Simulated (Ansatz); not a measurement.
System: CaB6-type CaB₆. Method: r²SCAN (plane waves, PAW; Ansatz, an electronic-structure program).

Numerical settings: plane-wave cutoff 560 eV, 8×8×8 k mesh, Fermi–Dirac smearing 0.01 eV, scalar-relativistic PAW data made under PBE.

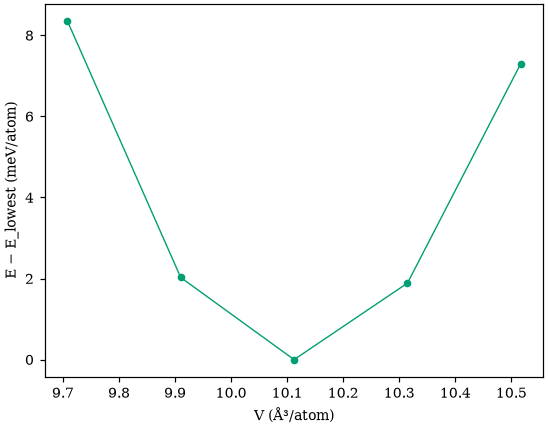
Total energy against volume

Q: From the curve, estimate the equilibrium volume and the bulk modulus.

A: V0 ≈ 10.1 Å³/atom and B0 ≈ 150 GPa; the fit gives V0 = 10.113 Å³/atom, B0 = 154 GPa, B′ = 3.9.

Shape and atoms are relaxed at each volume.

Measured, for comparison: bulk modulus 170 ± 5 GPa (room temperature, no zero-point or thermal correction; as tabulated in Structural stability and vibrational characteristics of CaB6 under high …); equilibrium volume per atom 10.22 Å³/atom (temperature not stated, no zero-point or thermal correction; as tabulated in Singh (2010), arXiv:1009.1807). Computed (rounded) less measured: bulk modulus -9 %, equilibrium volume per atom -1.1 %. A static lattice is as a rule a little smaller and stiffer than an uncorrected measurement, which narrows the difference in the equilibrium volume per atom and would widen misses of the other sign.

Note: the gap of the solid is closed in this run; this level leaves the solid without a gap, although one is measured; the bulk modulus comes from volumes at which shape and atoms were relaxed.

Static lattice: no zero-point or thermal effects.
